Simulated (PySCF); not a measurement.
## Electronic structure of C₅H₉FO₂Si in real space

```xyz
18

C     0.2996    2.3944   -0.8621
C    -0.0071    1.1643   -0.5399
C    -0.7059    0.2385    0.3621
O    -2.0900    0.1218    0.2901
C    -2.5522   -1.1519    0.6848
C     0.1585   -0.2765   -0.7863
O     1.3457   -0.9444   -0.5485
Si    2.6156   -0.6281    0.3858
F     2.1746   -0.6135    1.9381
H    -0.1128    3.2361   -0.3299
H     0.9689    2.6113   -1.6791
H    -0.2957    0.1127    1.3653
H    -3.6357   -1.1265    0.5909
H    -2.2780   -1.3646    1.7246
H    -2.1443   -1.9408    0.0434
H    -0.3583   -0.7012   -1.6422
H     3.4089   -1.8142    0.1644
H     3.1995    0.6889    0.2023
```

Geometry: GFN2-xTB.

All numbers below come from PySCF, PBE0/pcSseg-1, SCF density, gas phase, non-relativistic.

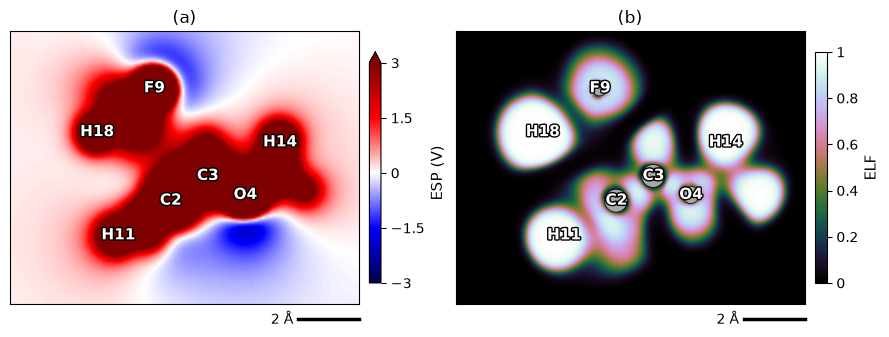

Figure 1. (a) electrostatic potential; (b) ELF on the plane of atoms C2, C3 and O4. Grey discs cover the atomic cores in the ELF map.

> Read the bonding off the picture.

The plane passes through C, O, F and H nuclei. C–O (1.39 Å): the ELF peaks at about 0.90 between the atoms (a polar covalent bond). C–C (1.47 Å): the ELF peaks at about 0.90 between the atoms (a covalent bond). The ELF also peaks beside O4 and F9, away from the bonds: lone-pair regions. Outside the dense part of the molecule the potential is most negative (−1.9 V) near O4.

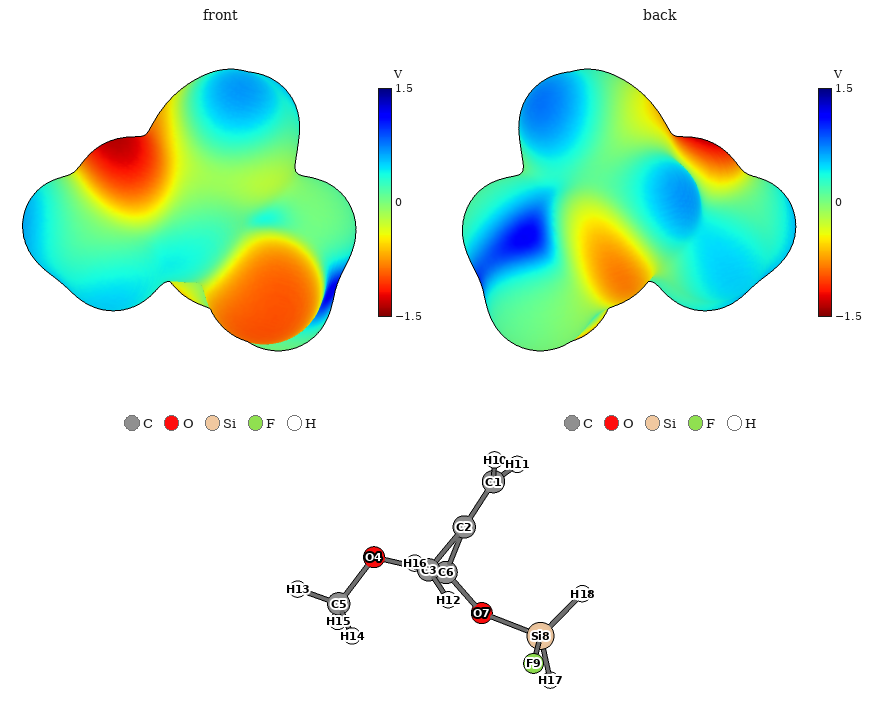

Figure 2. The electrostatic potential painted on the density surface at 0.001 e/bohr³, seen from the front and from behind; red is negative and blue positive. The bare structure is drawn below in the same view.

> Where is the surface potential most negative and most positive?

The most negative region (about −1.3 V, or −30 kcal/mol for a unit charge) lies over O4, the most positive (about +1.1 V, or +25 kcal/mol for a unit charge) over Si8. O4 is the likeliest acceptor of a hydrogen bond.

> How polar is the molecule by this calculation?

Its dipole moment is 0.96 D.
